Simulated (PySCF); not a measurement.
**USVWN5/6-31G(d) (spherical functions) run of doublet [GaH2OF3]+**

Wanted: the energy of doublet [GaH2OF3]+. The job is set up through a Python script.

The calculation is run with PySCF 2.14.0.

12 further runs of the same task are left out: 5 that didn't finish, 7 set aside as unsound or not needed.

## 1. The molecule

The species is [GaH2OF3]+ (7 atoms), meant as a doublet with charge +1. SMILES of the parent species: `[OH2]->[Ga]([F])([F])[F]`. Geometry: a GFN2-xTB relaxation, a rough one for these elements and not checked as a minimum. That shape belongs to the parent species and isn't relaxed for this state.

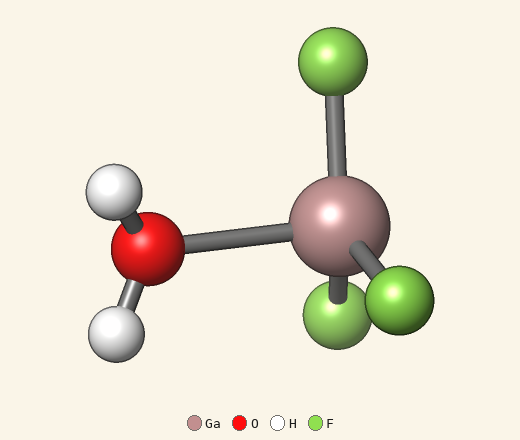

Viewed from a chosen angle; gallium pink, oxygen red, hydrogen white, fluorine green.

## 2. The energy at USVWN5/6-31G(d) (spherical functions)

File mol.xyz:

```xyz
7

Ga     0.077910    -0.109650    -0.940470
O      0.065000    -0.060830     1.141460
H     -0.769870    -0.298800     1.567690
H      0.465890     0.699490     1.582930
F      1.790940    -0.049630    -1.128980
F     -0.778420     1.383130    -1.183800
F     -0.851450    -1.563700    -1.038820
```

File calc.py:

```python
from pyscf import gto, dft

mol = gto.M(
    atom='mol.xyz',
    spin=1,
    max_memory=1860,
    charge=1,
    verbose=3,
    basis='6-31g*',
)

myscf = dft.UKS(mol)
myscf.xc = 'svwn'
myscf.grids.level = 2
myscf.conv_tol = 1e-10
myscf.kernel()
if not myscf.converged:
    myscf = myscf.newton().run(myscf.mo_coeff, myscf.mo_occ)

e_tot = myscf.e_tot
print('Final energy', e_tot)
```

Run with:

```sh
OMP_NUM_THREADS=1 python calc.py
```

Q: Predict the results. Wanted: total energy; HOMO energy; ⟨S²⟩.

Computed results:

At USVWN5/6-31G* (spherical functions):

| quantity | value |
| --- | --- |
| total energy | -2294.74186 Eh |
| HOMO energy (highest over α and β) | -15.66 eV |
| ⟨S²⟩ | 0.751 |

**Reading.** The run may have ended on a state above the lowest.
